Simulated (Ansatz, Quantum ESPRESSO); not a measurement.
**TbMg (Pm-3m): zone-centre phonons**

Which modes does TbMg (Pm-3m) have at the zone centre?

Main program and level: Quantum ESPRESSO 7.5; DFT PBEsol, scalar-relativistic, plane waves, PseudoDojo norm-conserving, 4f in core pseudopotentials.

**1. Starting point**

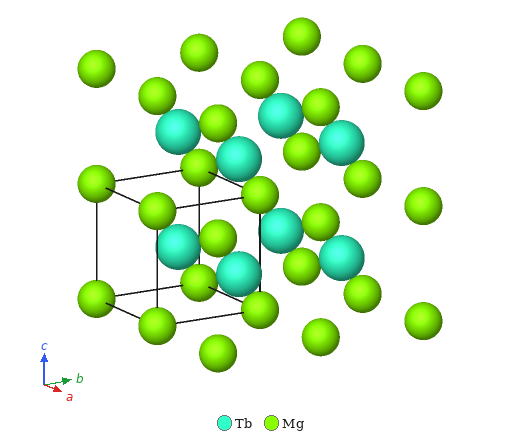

The starting structure, seen from a free direction (terbium teal, magnesium green). 2×2×2 cells are drawn. Some periodic images of atoms are drawn too.

**2. A first look**

A cheap run with smearing and empty bands tells whether the crystal has a gap, which decides between fixed occupations and smearing later on.

Contents of probe.in:

```
&CONTROL
  calculation = 'scf'
  prefix      = 'x'
  outdir      = './tmp'
  pseudo_dir  = './pseudo'
  tprnfor     = .true.
  tstress     = .true.
  verbosity   = 'high'
/
&SYSTEM
  ibrav       = 0
  nat         = 2
  ntyp        = 2
  ecutwfc     = 76.0
  input_dft   = 'pbesol'
  occupations = 'smearing'
  smearing    = 'gaussian'
  degauss     = 0.01
/
&ELECTRONS
  conv_thr         = 1.0d-07
  mixing_beta      = 0.7
  electron_maxstep = 100
/
ATOMIC_SPECIES
 Tb    158.9254  Tb.upf
 Mg     24.3050  Mg.upf
CELL_PARAMETERS angstrom
     3.778000000    0.000000000    0.000000000
     0.000000000    3.778000000    0.000000000
     0.000000000    0.000000000    3.778000000
ATOMIC_POSITIONS crystal
 Tb     0.500000000   0.500000000   0.500000000
 Mg     0.000000000   0.000000000   0.000000000
K_POINTS automatic
 6 6 6 0 0 0
```

Launch:

```console
> OMP_NUM_THREADS=1 mpirun -n 4 pw.x -nk 4 -in probe.in > probe.out
```

Output:

```text
[banners, grids, parts of the stress and lines that vanish by symmetry left out]
Program PWSCF v.7.5
     IMPORTANT: XC functional enforced from input :
     Exchange-correlation= PBESOL
                           (   1   4  10   8   0   0   0)
[...]
kinetic-energy cutoff     =      76.0000  Ry
     charge density cutoff     =     304.0000  Ry
     scf convergence threshold =      1.0E-07
[...]
Exchange-correlation= PBESOL
                           (   1   4  10   8   0   0   0)
[...]
48 Sym. Ops., with inversion, found
[...]
(     0          1          0      )
                  (     0          0          1      )
[...]
(  0.0000000  1.0000000  0.0000000 )
                  (  0.0000000  0.0000000  1.0000000 )
[...]
(     0         -1          0      )
[...]
(  0.0000000 -1.0000000  0.0000000 )
[...]
(     0          0          1      )
                  (     1          0          0      )
[...]
( -1.0000000  0.0000000  0.0000000 )
                  (  0.0000000  1.0000000  0.0000000 )
[...]
number of k points=    20  Gaussian smearing, width (Ry)=  0.0100
[...]
End of self-consistent calculation
[...]
the Fermi energy is     8.3278 ev
!    total energy              =    -203.72845464 Ry
[...]
convergence has been achieved in   5 iterations
[...]
atom    1 type  1   force =     0.00000000    0.00000000    0.00000000
     atom    2 type  2   force =     0.00000000    0.00000000    0.00000000
[...]
Total force =     0.000000     Total SCF correction =     0.000000
[...]
total   stress  (Ry/bohr**3)                   (kbar)     P=      -15.83
[...]
XML data file, charge density, pseudopotentials, collected wavefunctions

   JOB DONE.
```

It took 3.6 s on 4 MPI ranks of Arm Neoverse V1, shared host; 14 s of CPU time.

This step gave:

| Property | Result |
| --- | --- |
| volume per atom | 26.96 Å³ |
| pressure | -1.583 GPa |
| gap on the k-mesh | 0 eV |

No gap opens on this mesh, so smearing is kept; the start stands at -1.6 GPa.

**3. Relaxation**

Frequencies change by per cents with a per cent of volume, so the structure is first brought to rest at this level of theory.

Contents of relax.in:

```
&CONTROL
  calculation   = 'vc-relax'
  prefix        = 'x'
  outdir        = './tmp'
  pseudo_dir    = './pseudo'
  tprnfor       = .true.
  tstress       = .true.
  forc_conv_thr = 2.0d-05
  etot_conv_thr = 1.0d-07
  nstep         = 40
/
&SYSTEM
  ibrav       = 0
  nat         = 2
  ntyp        = 2
  ecutwfc     = 76.0
  input_dft   = 'pbesol'
  occupations = 'smearing'
  smearing    = 'mv'
  degauss     = 0.02
/
&ELECTRONS
  conv_thr         = 1.0d-11
  mixing_beta      = 0.7
  electron_maxstep = 100
/
&IONS
/
&CELL
  press_conv_thr = 0.1
/
ATOMIC_SPECIES
 Tb    158.9254  Tb.upf
 Mg     24.3050  Mg.upf
CELL_PARAMETERS angstrom
     3.778000000    0.000000000    0.000000000
     0.000000000    3.778000000    0.000000000
     0.000000000    0.000000000    3.778000000
ATOMIC_POSITIONS crystal
 Tb     0.500000000   0.500000000   0.500000000
 Mg     0.000000000   0.000000000   0.000000000
K_POINTS automatic
 8 8 8 0 0 0
```

Launch:

```console
> OMP_NUM_THREADS=1 mpirun -n 4 pw.x -nk 4 -in relax.in > relax.out
```

Output:

```text
[banners, grids, parts of the stress and lines that vanish by symmetry left out]
[banner, memory and clock lines left out]
Program PWSCF v.7.5

[...]
Exchange-correlation= PBESOL
                           (   1   4  10   8   0   0   0)
[...]
kinetic-energy cutoff     =      76.0000  Ry
     charge density cutoff     =     304.0000  Ry
     scf convergence threshold =      1.0E-11
[...]
energy convergence thresh.=      1.0E-07
     force convergence thresh. =      2.0E-05
     press convergence thresh. =      1.0E-01
     Exchange-correlation= PBESOL
                           (   1   4  10   8   0   0   0)
[...]
48 Sym. Ops., with inversion, found
[...]
number of k points=    35  Marzari-Vanderbilt smearing, width (Ry)=  0.0200
[...]
End of self-consistent calculation
[...]
the Fermi energy is     8.3509 ev
!    total energy              =    -203.72715610 Ry
[...]
convergence has been achieved in   8 iterations
[...]
atom    1 type  1   force =     0.00000000    0.00000000    0.00000000
     atom    2 type  2   force =     0.00000000    0.00000000    0.00000000
     Total force =     0.000000     Total SCF correction =     0.000000
[...]
total   stress  (Ry/bohr**3)                   (kbar)     P=      -16.01
[...]
number of bfgs steps    =   0
[...]
CELL_PARAMETERS (angstrom)
[...]
ATOMIC_POSITIONS (crystal)
Tb               0.5000000000        0.5000000000        0.5000000000
Mg               0.0000000000        0.0000000000        0.0000000000
[...]
New effective cutoffs (rho, wfc):  305.28   76.39
[...]
End of self-consistent calculation
[...]
the Fermi energy is     8.4353 ev
!    total energy              =    -203.72744153 Ry
[...]
convergence has been achieved in   5 iterations
[...]
atom    1 type  1   force =     0.00000000    0.00000000    0.00000000
     atom    2 type  2   force =     0.00000000    0.00000000    0.00000000
     Total force =     0.000000     Total SCF correction =     0.000000
[...]
total   stress  (Ry/bohr**3)                   (kbar)     P=      -12.31
[...]
number of bfgs steps    =   1
[...]
CELL_PARAMETERS (angstrom)
[...]
ATOMIC_POSITIONS (crystal)
Tb               0.5000000000        0.5000000000        0.5000000000
Mg               0.0000000000        0.0000000000        0.0000000000
[...]
New effective cutoffs (rho, wfc):  307.79   77.02
[...]
End of self-consistent calculation
[...]
the Fermi energy is     8.5635 ev
!    total energy              =    -203.72772594 Ry
[...]
convergence has been achieved in   7 iterations
[...]
atom    1 type  1   force =     0.00000000    0.00000000    0.00000000
     atom    2 type  2   force =     0.00000000    0.00000000    0.00000000
     Total force =     0.000000     Total SCF correction =     0.000000
[...]
total   stress  (Ry/bohr**3)                   (kbar)     P=       -6.61
[...]
number of bfgs steps    =   2
[...]
CELL_PARAMETERS (angstrom)
[...]
ATOMIC_POSITIONS (crystal)
[...]
New effective cutoffs (rho, wfc):  310.69   77.75
[...]
End of self-consistent calculation
[...]
the Fermi energy is     8.7120 ev
!    total energy              =    -203.72783694 Ry
[...]
convergence has been achieved in   7 iterations
[...]
atom    1 type  1   force =     0.00000000    0.00000000    0.00000000
     atom    2 type  2   force =     0.00000000    0.00000000    0.00000000
     Total force =     0.000000     Total SCF correction =     0.000000
[...]
total   stress  (Ry/bohr**3)                   (kbar)     P=        0.11
[...]
number of bfgs steps    =   3
[...]
CELL_PARAMETERS (angstrom)
[...]
ATOMIC_POSITIONS (crystal)
[...]
New effective cutoffs (rho, wfc):  310.64   77.74
[...]
End of self-consistent calculation
[...]
the Fermi energy is     8.7096 ev
!    total energy              =    -203.72783697 Ry
[...]
convergence has been achieved in   5 iterations
[...]
atom    1 type  1   force =     0.00000000    0.00000000    0.00000000
     atom    2 type  2   force =     0.00000000    0.00000000    0.00000000
     Total force =     0.000000     Total SCF correction =     0.000000
[...]
total   stress  (Ry/bohr**3)                   (kbar)     P=       -0.00
[...]
bfgs converged in   5 scf cycles and   4 bfgs steps
[...]
End of BFGS Geometry Optimization
     Final enthalpy           =    -203.7278369702 Ry
     File ./tmp/x.bfgs deleted, as requested
[...]
CELL_PARAMETERS (angstrom)
[...]
ATOMIC_POSITIONS (crystal)
Tb               0.5000000000        0.5000000000        0.5000000000
Mg               0.0000000000        0.0000000000        0.0000000000
[...]
Final scf calculation at the relaxed structure.
[...]
kinetic-energy cutoff     =      76.0000  Ry
     charge density cutoff     =     304.0000  Ry
     scf convergence threshold =      1.0E-13
[...]
press convergence thresh. =      1.0E-01
     Exchange-correlation= PBESOL
                           (   1   4  10   8   0   0   0)
[...]
48 Sym. Ops., with inversion, found
[...]
number of k points=    35  Marzari-Vanderbilt smearing, width (Ry)=  0.0200
[...]
c_bands:  1 eigenvalues not converged
[...]
End of self-consistent calculation
[...]
the Fermi energy is     8.7097 ev
!    total energy              =    -203.72761195 Ry
[...]
convergence has been achieved in   9 iterations
[...]
atom    1 type  1   force =     0.00000000    0.00000000    0.00000000
     atom    2 type  2   force =     0.00000000    0.00000000    0.00000000
     Total force =     0.000000     Total SCF correction =     0.000000
[...]
total   stress  (Ry/bohr**3)                   (kbar)     P=       -1.58
[...]
XML data file, charge density, pseudopotentials, collected wavefunctions
```

It took 33 s on 4 MPI ranks; 2.2 min of CPU time.

Relaxation path:

| step | energy less that of the first step (eV) | largest force (eV/Å) | pressure (GPa) | volume (Å³) |
| --- | --- | --- | --- | --- |
| 1 | 0.0000 | 0.0000 | -1.60 | 53.92 |
| 2 | -0.0039 | 0.0000 | -1.23 | 53.49 |
| 3 | -0.0078 | 0.0000 | -0.66 | 52.83 |
| 4 | -0.0093 | 0.0000 | 0.01 | 52.09 |
| 5 | -0.0093 | 0.0000 | 0.00 | 52.10 |
| 6 | -0.0062 | 0.0000 | -0.16 | 52.10 |

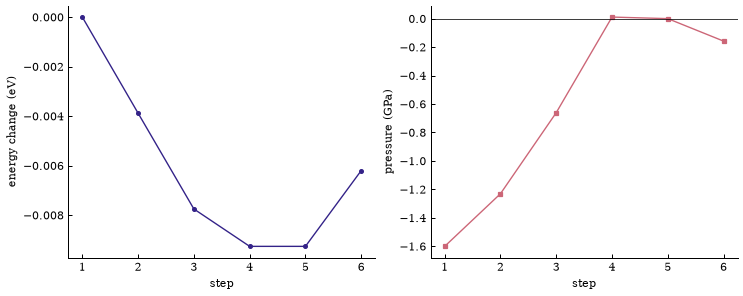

Energy and pressure along the relaxation.

| conventional cell, symmetrised | before | after | change |
| --- | --- | --- | --- |
| a (Å) | 3.778 | 3.735 | -1.1 % |
| b (Å) | 3.778 | 3.735 | -1.1 % |
| c (Å) | 3.778 | 3.735 | -1.1 % |
| volume (Å³/atom) | 26.96 | 26.05 | -3.4 % |

Final coordinates:

```
CELL_PARAMETERS angstrom
3.73501 0.00000 0.00000
0.00000 3.73501 0.00000
0.00000 0.00000 3.73501
ATOMIC_POSITIONS crystal
Tb 0.50000 0.50000 0.50000
Mg 0.00000 0.00000 0.00000
```

The last row of the table of steps is pw.x's closing run on a basis chosen anew for the final cell, so its energy can jump.

Read from the output:

```
volume per atom : 26.05 Å³
pressure        : -0.158 GPa
```

The volume changes by -3.4 % from the cell with which this run began.

**4. Ground state**

The response is built on this ground state, so it is converged far tighter than an energy would need. Smearing stays on, as the first look found no gap above 0.3 eV.

Contents of scf.in:

```
&CONTROL
  calculation = 'scf'
  prefix      = 'x'
  outdir      = './tmp'
  pseudo_dir  = './pseudo'
  tprnfor     = .true.
  tstress     = .true.
/
&SYSTEM
  ibrav       = 0
  nat         = 2
  ntyp        = 2
  ecutwfc     = 76.0
  input_dft   = 'pbesol'
  occupations = 'smearing'
  smearing    = 'mv'
  degauss     = 0.02
/
&ELECTRONS
  conv_thr         = 1.0d-12
  mixing_beta      = 0.7
  electron_maxstep = 100
/
ATOMIC_SPECIES
 Tb    158.9254  Tb.upf
 Mg     24.3050  Mg.upf
CELL_PARAMETERS angstrom
     3.735012426    0.000000000    0.000000000
     0.000000000    3.735012426    0.000000000
     0.000000000    0.000000000    3.735012426
ATOMIC_POSITIONS crystal
 Tb     0.500000000   0.500000000   0.500000000
 Mg     0.000000000   0.000000000   0.000000000
K_POINTS automatic
 8 8 8 0 0 0
```

Launch:

```console
> OMP_NUM_THREADS=1 mpirun -n 4 pw.x -nk 4 -in scf.in > scf.out
```

Output:

```text
[banners, grids, parts of the stress and lines that vanish by symmetry left out]
[banner, memory and clock lines left out]
Program PWSCF v.7.5

[...]
Exchange-correlation= PBESOL
                           (   1   4  10   8   0   0   0)
[...]
kinetic-energy cutoff     =      76.0000  Ry
     charge density cutoff     =     304.0000  Ry
     scf convergence threshold =      1.0E-12
[...]
Exchange-correlation= PBESOL
                           (   1   4  10   8   0   0   0)
[...]
48 Sym. Ops., with inversion, found
[...]
number of k points=    35  Marzari-Vanderbilt smearing, width (Ry)=  0.0200
[...]
End of self-consistent calculation
[...]
the Fermi energy is     8.7097 ev
!    total energy              =    -203.72761195 Ry
[...]
convergence has been achieved in   9 iterations
[...]
atom    1 type  1   force =     0.00000000    0.00000000    0.00000000
     atom    2 type  2   force =     0.00000000    0.00000000    0.00000000
     Total force =     0.000000     Total SCF correction =     0.000000
[...]
total   stress  (Ry/bohr**3)                   (kbar)     P=       -1.58
[...]
XML data file, charge density, pseudopotentials, collected wavefunctions
```

Wall time 8 s (4 MPI ranks); 32 s of CPU time.

The cell stands at -0.16 GPa, close enough for phonons.

**5. Zone-centre response**

At q = 0 one unit cell holds all displacements; symmetry groups them into irreducible representations that are solved one by one. With smeared occupations no response to a homogeneous field can be asked.

Contents of ph.in:

```
phonons
&INPUTPH
  prefix       = 'x'
  outdir       = './tmp'
  fildyn       = 'g.dyn'
  tr2_ph       = 1.0d-18
  alpha_mix(1) = 0.4
  nmix_ph      = 8
/
0.000000000 0.000000000 0.000000000
```

Launch:

```console
> OMP_NUM_THREADS=1 mpirun -n 4 ph.x -nk 4 -in ph.in > ph.out
```

Output:

```text
[banners, grids, parts of the stress and lines that vanish by symmetry left out]
[banner, memory and clock lines left out]
Program PHONON v.7.5

     ./tmp/x.save/

     IMPORTANT: XC functional enforced from input :
     Exchange-correlation= PBESOL
                           (   1   4  10   8   0   0   0)
     Any further DFT definition will be discarded
     Please, verify this is what you really want

     G-vector sticks info

     Reading collected, re-writing distributed wavefunctions in ./tmp/

     Number and degeneracy of irreps per q-point
       N         xq(1)         xq(2)         xq(3)   N irreps
       1   0.000000000   0.000000000   0.000000000       2
        3   3

     Calculation of q =    0.0000000   0.0000000   0.0000000

     phonons

     bravais-lattice index     =            0
     lattice parameter (alat)  =       7.0582  a.u.
     unit-cell volume          =     351.6193 (a.u.)^3
     number of atoms/cell      =            2
     number of atomic types    =            2
     kinetic-energy cut-off    =      76.0000  Ry
     charge density cut-off    =     304.0000  Ry
     convergence threshold     =      1.0E-18
     beta                      =       0.4000
     number of iterations used =            8
     Exchange-correlation= PBESOL
                           (   1   4  10   8   0   0   0)

     celldm(1)=    7.05815  celldm(2)=    0.00000  celldm(3)=    0.00000
     celldm(4)=    0.00000  celldm(5)=    0.00000  celldm(6)=    0.00000

     crystal axes: (cart. coord. in units of alat)
               a(1) = (  1.0000  0.0000  0.0000 )
               a(2) = (  0.0000  1.0000  0.0000 )
               a(3) = (  0.0000  0.0000  1.0000 )

     reciprocal axes: (cart. coord. in units 2 pi/alat)
               b(1) = (  1.0000  0.0000  0.0000 )
               b(2) = (  0.0000  1.0000  0.0000 )
               b(3) = (  0.0000  0.0000  1.0000 )

     Atoms inside the unit cell:

     Cartesian axes

     site n.  atom      mass           positions (alat units)
        1  Tb    158.9254   tau(    1) = (    0.50000    0.50000    0.50000  )
        2  Mg     24.3050   tau(    2) = (    0.00000    0.00000    0.00000  )

     Computing dynamical matrix for
                    q = (   0.0000000   0.0000000   0.0000000 )

     49 Sym.Ops. (with q -> -q+G )

     G cutoff =  383.6151  (  31439 G-vectors)     FFT grid: ( 40, 40, 40)

     number of k points=    35  Marzari-Vanderbilt smearing, width (Ry)=  0.0200
                       cart. coord. in units 2pi/alat
        k(    1) = (   0.0000000   0.0000000   0.0000000), wk =   0.0039062
        k(    2) = (   0.0000000   0.0000000   0.1250000), wk =   0.0234375
        k(    3) = (   0.0000000   0.0000000   0.2500000), wk =   0.0234375
        [... further k-points left out ...]

     PseudoPot. # 1 for Tb read from file:
     ./pseudo/Tb.upf
     Pseudo is Norm-conserving + core correction, Zval = 11.0
     Using radial grid of 1792 points,  7 beta functions with:
                l(1) =   0
                l(2) =   0
                l(3) =   1
                l(4) =   1
                l(5) =   2
                l(6) =   2
                l(7) =   3

     PseudoPot. # 2 for Mg read from file:
     ./pseudo/Mg.upf
     Pseudo is Norm-conserving, Zval = 10.0
     Using radial grid of 1510 points,  4 beta functions with:
                l(1) =   0
                l(2) =   0
                l(3) =   1
                l(4) =   1

     Mode symmetry, O_h (m-3m)  point group:

     Atomic displacements:
     There are    2 irreducible representations

     Representation     1      3 modes -  To be done

     Representation     2      3 modes -  To be done

     Alpha used in Ewald sum =   2.8000

     Representation #   1 modes #   1   2   3

     Self-consistent Calculation
      thresh= 1.000E-02 alpha_mix =  0.400 |ddv_scf|^2 =  2.369E-06
      thresh= 1.539E-04 alpha_mix =  0.400 |ddv_scf|^2 =  2.405E-07
      thresh= 4.904E-05 alpha_mix =  0.400 |ddv_scf|^2 =  1.457E-08
      thresh= 1.207E-05 alpha_mix =  0.400 |ddv_scf|^2 =  4.047E-10
      thresh= 2.012E-06 alpha_mix =  0.400 |ddv_scf|^2 =  1.103E-11
      thresh= 3.321E-07 alpha_mix =  0.400 |ddv_scf|^2 =  1.029E-12
      thresh= 1.015E-07 alpha_mix =  0.400 |ddv_scf|^2 =  3.931E-15
      thresh= 6.270E-09 alpha_mix =  0.400 |ddv_scf|^2 =  1.832E-17
      thresh= 4.280E-10 alpha_mix =  0.400 |ddv_scf|^2 =  1.371E-18
      thresh= 1.171E-10 alpha_mix =  0.400 |ddv_scf|^2 =  4.756E-21

     End of self-consistent calculation

     Convergence has been achieved

     Representation #   2 modes #   4   5   6

     Self-consistent Calculation
      thresh= 1.000E-02 alpha_mix =  0.400 |ddv_scf|^2 =  8.486E-07
      thresh= 9.212E-05 alpha_mix =  0.400 |ddv_scf|^2 =  3.235E-08
      thresh= 1.799E-05 alpha_mix =  0.400 |ddv_scf|^2 =  1.478E-09
      thresh= 3.844E-06 alpha_mix =  0.400 |ddv_scf|^2 =  1.982E-11
      thresh= 4.452E-07 alpha_mix =  0.400 |ddv_scf|^2 =  6.040E-13
      thresh= 7.771E-08 alpha_mix =  0.400 |ddv_scf|^2 =  1.127E-13
      thresh= 3.356E-08 alpha_mix =  0.400 |ddv_scf|^2 =  1.562E-15
      thresh= 3.952E-09 alpha_mix =  0.400 |ddv_scf|^2 =  1.035E-17
      thresh= 3.217E-10 alpha_mix =  0.400 |ddv_scf|^2 =  2.497E-18
      thresh= 1.580E-10 alpha_mix =  0.400 |ddv_scf|^2 =  6.018E-21

     End of self-consistent calculation

     Convergence has been achieved

     Number of q in the star =    1
     List of q in the star:
          1   0.000000000   0.000000000   0.000000000

     Diagonalizing the dynamical matrix

     q = (    0.000000000   0.000000000   0.000000000 )

 **************************************************************************
     freq (    1) =       0.573297 [THz] =      19.123118 [cm-1]
     freq (    2) =       0.573297 [THz] =      19.123118 [cm-1]
     freq (    3) =       0.573297 [THz] =      19.123118 [cm-1]
     freq (    4) =       6.887804 [THz] =     229.752423 [cm-1]
     freq (    5) =       6.887804 [THz] =     229.752423 [cm-1]
     freq (    6) =       6.887804 [THz] =     229.752423 [cm-1]
 **************************************************************************

     Mode symmetry, O_h (m-3m)  point group:

     freq (   1-   3) =         19.1  [cm-1]   --> T_1u G_15  G_4- I
     freq (   4-   6) =        229.8  [cm-1]   --> T_1u G_15  G_4- I
```

It took 1.9 min on 4 MPI ranks; 7.7 min of CPU time.

Numbers from this step:

```
largest acoustic frequency at the zone centre before the sum rule : 19.12 cm⁻¹
highest optical zone-centre mode (no LO-TO term)                  : 229.8 cm⁻¹
lowest optical zone-centre mode                                   : 229.8 cm⁻¹
```

Optical modes; normalised displacements of the dynamical-matrix file. Modes at Γ, with each element's share of the kinetic energy:

| mode | frequency (cm⁻¹) | symmetry | Tb % | Mg % |
| --- | --- | --- | --- | --- |
| 1 | 229.8 | T1u | 12 | 88 |
| 2 | 229.8 | T1u | 12 | 88 |
| 3 | 229.8 | T1u | 12 | 88 |

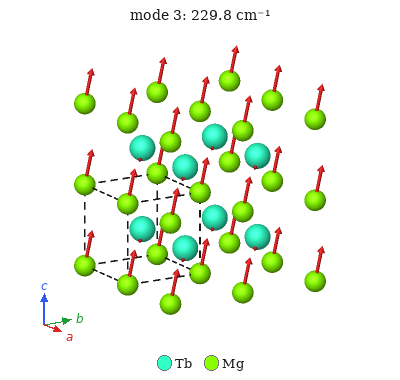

Displacement patterns of mode 3 at Γ; arrows are exaggerated. 2×2×2 cells are drawn. Some periodic images of atoms are drawn too.

The acoustic modes at Γ come out as far as 19.1 cm⁻¹ from zero, where they should vanish, a sizeable error of basis and grid or of the response kernel of this functional.

[end of part 1 of 2]

[Host names and launcher messages were left out of these logs when they were recorded.]

[Logs are printed without paths, hosts, clocks, repeated set-up lines and the standing remarks that a program may print on its own settings, such as how far it seeks lower states.]

[Hosts, paths, dates, database ids (printed as entryN), source tags and the programs' standing remarks are cut or masked in the printed files.]
